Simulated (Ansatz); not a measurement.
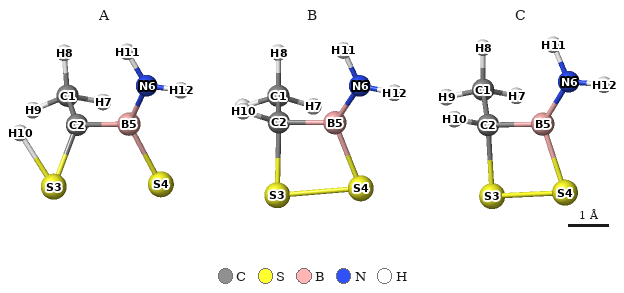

3 geometries from a converged minimum-energy path of C2H6BNS2, shuffled. The picture is a ball-and-stick view, seen from a free direction.

Level of theory: RKS PBE0-D4/def2-SVP (Ansatz 0.2.0). Settings: 7 movable images; climbing image; force threshold 0.03 eV/Å; iteration limit 60; starting path through a guess of the saddle point.

Question: Which frame is the top of the path?

Answer: A. In order along the path, whose images run from 0 to 8: C (image 0, 0.0 kJ/mol), B (image 2, +11.1 kJ/mol), A (image 4, +350.3 kJ/mol). Breaking: C2–H10 (1.10 → 1.52 at the top → 2.38 Å), S3–S4 (2.14 → 2.71 at the top → 3.04 Å). Forming: S3–H10 (2.43 → 1.61 at the top → 1.35 Å).

The run took 10 min on 2 threads of Arm Neoverse V2, on a shared host, peak memory 0.33 GiB.
